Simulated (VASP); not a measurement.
Band structure of Ni$_{3}$Si (L1_2). Calculation: PBE GGA with D4 dispersion, VASP's PBE PAW potentials (set 64) (plane waves; VASP 6.6.1).

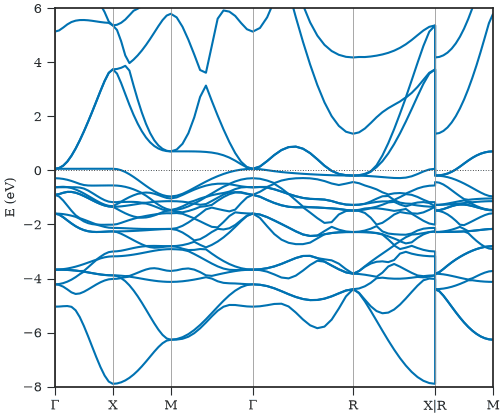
Bands along high-symmetry lines, zero at the valence-band maximum or, without a gap, the Fermi level

Task: Read the plot: is there a gap, and where are the band edges?

Result: It has no gap at this level: it comes out as a metal or semimetal. (Edges off the drawn lines would not show.)

The compound is Ni3Si in the L1_2 structure. It was relaxed first. The run is not spin-polarised, so no magnetic state was tried.
